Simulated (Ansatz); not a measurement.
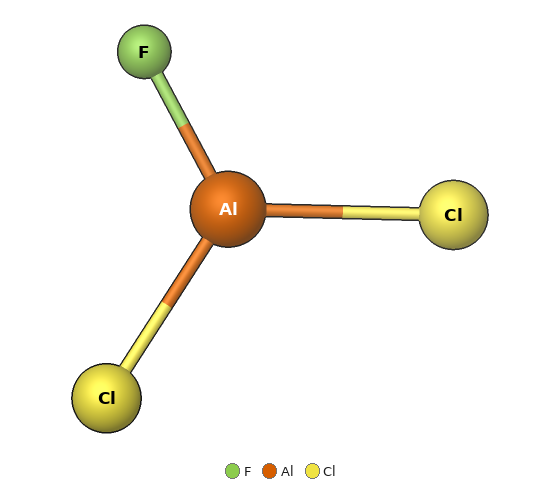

All atoms lie in one plane, which faces the viewer. The computed structure is the end point of a PBE0-D4/def2-TZVP optimisation.

List the symmetry elements and name the point group.

It has 1 C2 axis and 2 mirror planes, so the point group is C2v. The group has 4 operations. The geometry is achiral, and symmetry allows a dipole moment.
